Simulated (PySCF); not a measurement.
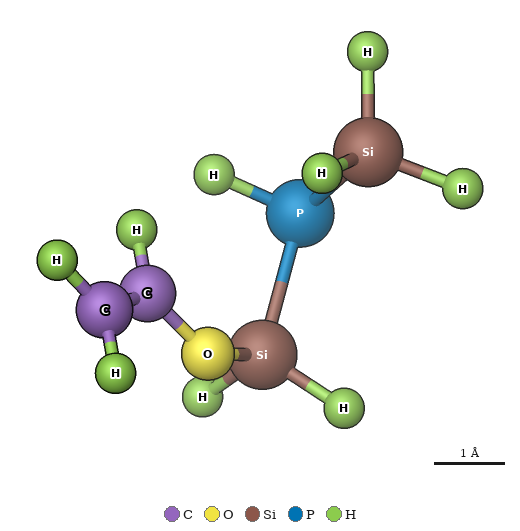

Fig. 1: The structure as given in the input (ball-and-stick view, seen at a tilt). Bond lengths as drawn: C–C 1.32 Å, C–H 1.07 to 1.09 Å, C–O 1.35 Å, H–P 1.38 Å, H–Si 1.45 to 1.47 Å, O–Si 1.63 Å and P–Si 2.23 to 2.24 Å.

**NMR shielding calculation of C₂H₉OPSi₂**

C₂H₉OPSi₂, SMILES C=CO[SiH2]P[SiH3], computed with GIAO B97-D/pcSseg-1 NMR shielding, non-relativistic, gas phase (PySCF 2.14.0).

The geometry comes from this level: GFN2-xTB. Figures and captions count atoms from 1; the log counts them from 0 in places.

Output:
```
coarse grid: 13712 points
cycle   1  E = -1076.8590096711  dE =  4.708e-01  |g| = 7.826e-01  |ddm| = 3.558e+00
cycle   2  E = -1076.4713988003  dE =  3.876e-01  |g| = 1.585e+00  |ddm| = 2.374e+00
cycle   3  E = -1076.9674425912  dE = -4.960e-01  |g| = 2.421e-01  |ddm| = 1.956e+00
cycle   4  E = -1076.9768473872  dE = -9.405e-03  |g| = 1.398e-01  |ddm| = 3.494e-01
cycle   5  E = -1076.9816328003  dE = -4.785e-03  |g| = 4.850e-02  |ddm| = 1.544e-01
cycle   6  E = -1076.9822685354  dE = -6.357e-04  |g| = 1.084e-02  |ddm| = 5.634e-02
cycle   7  E = -1076.9822998070  dE = -3.127e-05  |g| = 2.157e-03  |ddm| = 1.403e-02
cycle   8  E = -1076.9823011031  dE = -1.296e-06  |g| = 6.643e-04  |ddm| = 3.891e-03
final grid: 117752 points
cycle   9  E = -1077.0219041289  dE = -8.300e-05  |g| = 8.492e-03  |ddm| = 4.052e-02
cycle  10  E = -1077.0218997032  dE =  4.426e-06  |g| = 7.418e-03  |ddm| = 1.167e-02
cycle  11  E = -1077.0219114364  dE = -1.173e-05  |g| = 2.291e-03  |ddm| = 8.806e-03
cycle  12  E = -1077.0219127185  dE = -1.282e-06  |g| = 5.353e-04  |ddm| = 2.554e-03
cycle  13  E = -1077.0219127939  dE = -7.544e-08  |g| = 1.095e-04  |ddm| = 5.285e-04
cycle  14  E = -1077.0219127959  dE = -1.971e-09  |g| = 7.262e-05  |ddm| = 1.567e-04
cycle  15  E = -1077.0219127969  dE = -1.065e-09  |g| = 1.634e-05  |ddm| = 6.731e-05
cycle  16  E = -1077.0219127970  dE = -6.594e-11  |g| = 3.102e-06  |ddm| = 2.329e-05
```

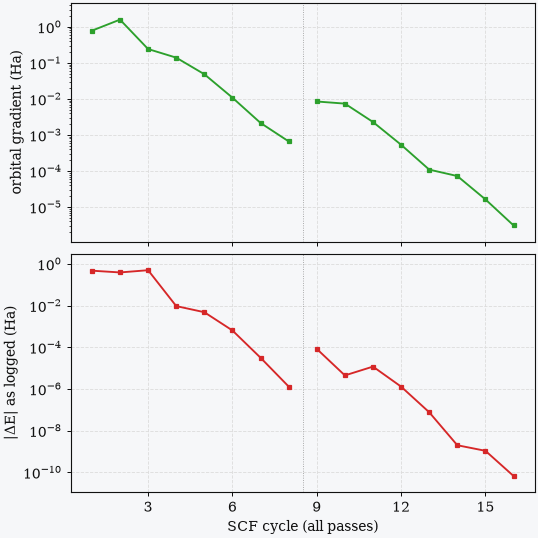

Fig. 2: Convergence of the self-consistent field: orbital gradient and size of the energy change against the SCF cycle. The dotted line marks the change from a coarse to the final integration grid. The first 8 cycles use a coarse grid, the final grid takes over at cycle 9, and the field converges after 16 cycles in all.

```
converged SCF energy = -1077.0219127970

GIAO shielding tensors (ppm)
atom      isotropic    diamagn.    paramagn.     s11        s22        s33       span
  0 C       87.162     254.109    -166.947    -10.073    114.275    157.285    167.357
  1 C       37.517     255.848    -218.331    -64.020     68.938    107.634    171.653
  2 O      211.327     399.205    -187.879    118.396    204.610    310.974    192.578
  3 Si     364.280     881.738    -517.458    291.288    368.475    433.077    141.790
  4 P      620.184     971.579    -351.395    565.891    635.954    658.708     92.817
  5 Si     429.159     882.073    -452.914    401.344    423.871    462.261     60.918
  6 H       27.511      30.424      -2.913     25.181     26.498     30.855      5.673
  7 H       27.123      30.794      -3.672     24.140     25.642     31.586      7.447
  8 H       25.289      34.706      -9.418     21.874     23.513     30.480      8.606
  9 H       26.616      30.492      -3.876     22.713     25.329     31.806      9.093
 10 H       26.179      29.160      -2.982     21.641     25.153     31.741     10.100
 11 H       30.865      34.214      -3.349     26.209     27.614     38.771     12.562
 12 H       27.827      29.757      -1.930     24.237     25.459     33.785      9.548
 13 H       27.439      31.487      -4.048     22.663     27.550     32.103      9.440
 14 H       27.924      30.161      -2.237     24.688     25.404     33.679      8.991
```

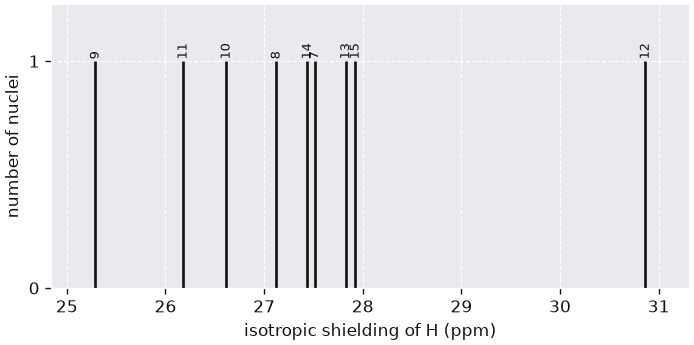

Fig. 3: Isotropic shieldings of the hydrogen nuclei in this fixed geometry, labelled by atom number; shielding grows to the right, so chemical shift grows to the left. The least shielded is H9 (25.3 ppm), the most shielded H12 (30.9 ppm).

The run was set up as follows.

Input file:
```
{"job": {"kind": "nmr", "xc": "B97-D", "basis": "pcSseg-1", "pop": false}, "charge": 0, "multiplicity": 1}
C     -2.279252     1.128270     1.227451
C     -1.476893     0.532055     0.364175
O     -1.106203    -0.757431     0.488520
Si    -0.252759    -1.751081    -0.480709
P      1.357400    -0.712373    -1.646586
Si     2.395599     0.430673    -0.037744
H     -2.547460     2.160583     1.108472
H     -2.685901     0.596021     2.068526
H     -1.060949     1.056441    -0.492149
H      0.304600    -2.666561     0.501266
H     -1.156778    -2.357950    -1.457999
H      0.557984     0.333923    -2.064686
H      3.156733     1.483684    -0.709972
H      1.502443     1.050775     0.946829
H      3.280541    -0.518745     0.634433
```

The first line tells a small driver script what to run in PySCF; the rest is the geometry in Å.

Launched with:
```bash
OMP_NUM_THREADS=1 python <driver script> task.json out
```

Key numbers:

```csv
quantity,value
outcome,converged
total energy,−1077.021913 hartree
HOMO,−5.73 eV
LUMO,−0.70 eV
dipole moment,0.60 D
"isotropic shielding, C",37.5 to 87.2 ppm
"isotropic shielding, O",211.3 ppm
"isotropic shielding, Si",364.3 to 429.2 ppm
"isotropic shielding, P",620.2 ppm
"isotropic shielding, H",25.3 to 30.9 ppm
hardware,"1 CPU thread, shared host"
wall time,22 s
peak memory,0.67 GiB
```
